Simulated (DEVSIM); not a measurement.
Structure: illuminated Si n-on-p cell, one wavelength, with a back-surface field, at 300 K.

| layer (left to right) | material | thickness (μm) | Nd (cm⁻³) | Na (cm⁻³) | τn (s) | τp (s) | absorption coefficient (cm⁻¹) |
|---|---|---|---|---|---|---|---|
| 1 | Si | 0.220 | 1.5e18 | - | 6.7e-8 | 2.9e-8 | 99000 |
| 2 | Si | 58.0 | - | 9.7e16 | 2.1e-6 | 2.1e-6 | 99000 |
| 3 | Si | 0.230 | - | 3.7e18 | 2.1e-6 | 2.1e-6 | 99000 |

Left contact: ohmic, minority hole recombination velocity 5000 cm/s. Right contact: ohmic, minority electron recombination velocity 1e5 cm/s. Voltage is applied to the left contact. Recombination: SRH at mid-gap, radiative, Auger. Light enters at the left, 2.1e17 photons cm⁻² s⁻¹, one pass, no reflection. Mobility is μmin + (μ − μmin)/(1 + (N/Nref)^α).

The device is made up for the run: typed textbook-type constants, with dimensions and the other settings drawn at random. Values at 300 K.

| parameter | Si |
|---|---|
| gap (eV) | 1.124 |
| affinity (eV) | 4.05 |
| permittivity | 11.7 |
| Nc (cm⁻³) | 2.86e19 |
| Nv (cm⁻³) | 3.1e19 |
| μn (cm²/Vs) | 1417 |
| μp (cm²/Vs) | 470 |
| μn,min | 52 |
| μp,min | 45 |
| Nref,n | 9.7e16 |
| Nref,p | 2.2e17 |
| αn | 0.68 |
| αp | 0.72 |
| B (cm³/s) | 4.7e-15 |
| Cn (cm⁶/s) | 2.8e-31 |
| Cp (cm⁶/s) | 9.9e-32 |

Model (solved in DEVSIM): 1D drift-diffusion, Boltzmann statistics, complete ionisation; no tunnelling, impact ionisation, image-force lowering or self-heating.

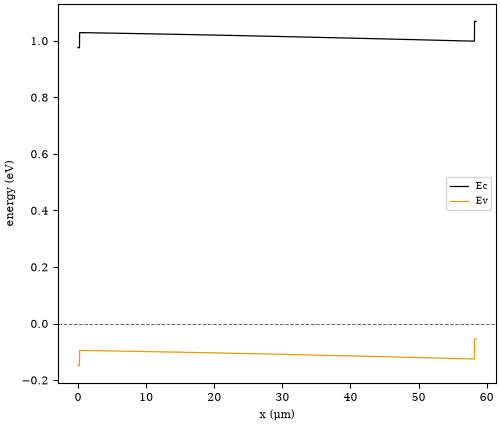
Band edges at -0.9 V on the left contact, in the dark

Energies count from the Fermi level of the right contact; mesh points crowd at the junctions.

| x (μm) | Ec (eV) | Ev (eV) | n (cm⁻³) | p (cm⁻³) | field (V/cm) |
|---|---|---|---|---|---|
| 0.000 | 0.976 | -0.148 | 1.5e18 | 3.6e16 | -1600 |
| 0.03539 | 0.976 | -0.148 | 1.5e18 | 3.6e16 | ≈ 0 |
| 0.1067 | 0.976 | -0.148 | 1.5e18 | 3.6e16 | ≈ 0 |
| 0.1830 | 0.976 | -0.148 | 1.5e18 | 3.6e16 | ≈ 0 |
| 0.2267 | 1.019 | -0.105 | 2.8e17 | 2.0e17 | 17000 |
| 0.2776 | 1.029 | -0.095 | 1.9e17 | 2.9e17 | ≈ 0 |
| 0.4046 | 1.029 | -0.095 | 1.9e17 | 2.9e17 | ≈ 0 |
| 0.9656 | 1.029 | -0.095 | 1.9e17 | 2.9e17 | ≈ 0 |
| 2.162 | 1.028 | -0.096 | 1.9e17 | 2.9e17 | ≈ 0 |
| 5.430 | 1.027 | -0.097 | 1.8e17 | 2.8e17 | ≈ 0 |
| 13.57 | 1.023 | -0.101 | 1.7e17 | 2.7e17 | ≈ 0 |
| 41.16 | 1.009 | -0.115 | 1.5e17 | 2.5e17 | ≈ 0 |
| 51.56 | 1.003 | -0.121 | 1.5e17 | 2.4e17 | ≈ 0 |
| 55.73 | 1.000 | -0.124 | 1.5e17 | 2.4e17 | ≈ 0 |
| 57.53 | 0.999 | -0.125 | 1.5e17 | 2.4e17 | ≈ 0 |
| 57.98 | 0.999 | -0.125 | 1.5e17 | 2.4e17 | ≈ 0 |
| 58.14 | 0.999 | -0.125 | 1.5e17 | 2.4e17 | ≈ 0 |
| 58.20 | 1.003 | -0.121 | 1.2e17 | 2.9e17 | 7000 |
| 58.25 | 1.069 | -0.055 | 9.3e15 | 3.7e18 | ≈ 0 |
| 58.31 | 1.069 | -0.055 | 8.3e15 | 3.7e18 | ≈ 0 |
| 58.40 | 1.069 | -0.055 | 7.0e15 | 3.7e18 | ≈ 0 |
| 58.45 | 1.069 | -0.055 | 6.2e15 | 3.7e18 | -180 |
